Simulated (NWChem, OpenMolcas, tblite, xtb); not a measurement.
## InN2H5 (SMILES [NH2][InH][NH2]): methods side by side

InN2H5: 8 atoms, total charge 0, spin state singlet. SMILES: `[NH2][InH][NH2]`. The shape is that of a PBE0-D4/def2-TZVP optimisation.

| atom | x (Å) | y (Å) | z (Å) |
| --- | --- | --- | --- |
| N | -0.9697 | 0.8580 | -1.1270 |
| In | 0.2480 | 0.5648 | 0.4555 |
| N | 0.7427 | -1.3752 | 0.7096 |
| H | -1.4821 | 0.0768 | -1.5066 |
| H | -1.5382 | 1.6892 | -1.1718 |
| H | 0.7990 | 1.8192 | 1.4675 |
| H | 1.5709 | -1.6147 | 1.2318 |
| H | 0.6295 | -2.0181 | -0.0590 |

Quantity: the electronic atomisation energy, in eV. The values are calculated. Electronic energies at fixed atoms, without zero-point motion or spin-orbit coupling.

```json
{"level": "GFN1-xTB", "kind": "semi-empirical", "program": "tblite", "value (eV)": "26.96", "less CCSD(T)/def2-SVP": "+5.41", "CPU time (all runs)": "under 2 s"}
{"level": "GFN0-xTB", "kind": "semi-empirical", "program": "xtb", "value (eV)": "34.36", "less CCSD(T)/def2-SVP": "+12.81", "CPU time (all runs)": "under 2 s"}
{"level": "HF/def2-SVP (core potential)", "kind": "Hartree–Fock", "program": "NWChem", "value (eV)": "14.70", "less CCSD(T)/def2-SVP": "-6.85", "CPU time (all runs)": "19 s"}
{"level": "SVWN5/def2-SVP (core potential)", "kind": "LDA", "program": "NWChem", "value (eV)": "27.09", "less CCSD(T)/def2-SVP": "+5.54", "CPU time (all runs)": "24 s"}
{"level": "revPBE/def2-SVP (core potential)", "kind": "GGA", "program": "OpenMolcas", "value (eV)": "22.65", "less CCSD(T)/def2-SVP": "+1.10", "CPU time (all runs)": "53 s"}
{"level": "r2SCAN/def2-SVP (core potential)", "kind": "meta-GGA", "program": "OpenMolcas", "value (eV)": "23.03", "less CCSD(T)/def2-SVP": "+1.48", "CPU time (all runs)": "74 s"}
{"level": "B3LYP/def2-SVP (core potential)", "kind": "global hybrid", "program": "NWChem", "value (eV)": "23.11", "less CCSD(T)/def2-SVP": "+1.56", "CPU time (all runs)": "35 s"}
{"level": "M06-2X/def2-SVP (core potential)", "kind": "hybrid meta-GGA", "program": "NWChem", "value (eV)": "22.97", "less CCSD(T)/def2-SVP": "+1.42", "CPU time (all runs)": "56 s"}
{"level": "MP2/def2-SVP (core potential)", "kind": "perturbation theory", "program": "NWChem", "value (eV)": "21.65", "less CCSD(T)/def2-SVP": "+0.10", "CPU time (all runs)": "34 s"}
{"level": "CCSD(T)/def2-SVP (core potential)", "kind": "coupled cluster or CI", "program": "NWChem", "value (eV)": "21.55", "less CCSD(T)/def2-SVP": "0.00", "CPU time (all runs)": "2 min"}
```

CCSD(T)/def2-SVP (core potential) is the highest level here, not the true value. The values span 14.70 to 34.36 eV. GFN0-xTB: no spin polarisation, so open shells miss the exchange term that lowers them. In the correlated wave-function rows the outer d shell of In is correlated, in sets not made for it. Times are those of the runs behind each value, whatever else they computed, on shared processors of several kinds: orders of magnitude only.

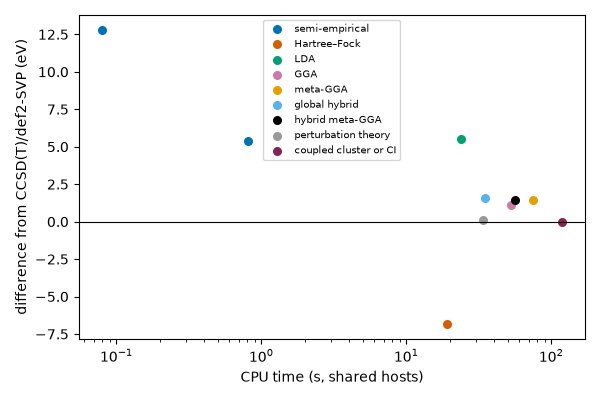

Difference from CCSD(T)/def2-SVP against processor time, one point a level.
